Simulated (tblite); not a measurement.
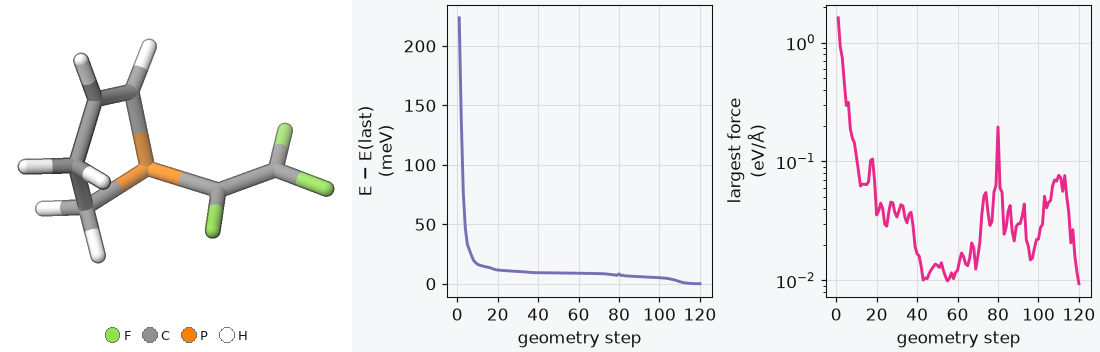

Beside the plot: the molecule at the start.

History of a geometry optimisation.

System: C6H6F3P (SMILES FC(F)=C(F)P1C=CCC1).
Method: GFN2-xTB geometry optimisation, gas phase in tblite.

How did the optimisation end?

The optimisation met its thresholds at geometry 120, counting the start as the first. The energy fell by about 220 meV from the first step to the last. The largest force goes from about 1.6 eV/Å at the start to 9 × 10⁻³ eV/Å at the end.
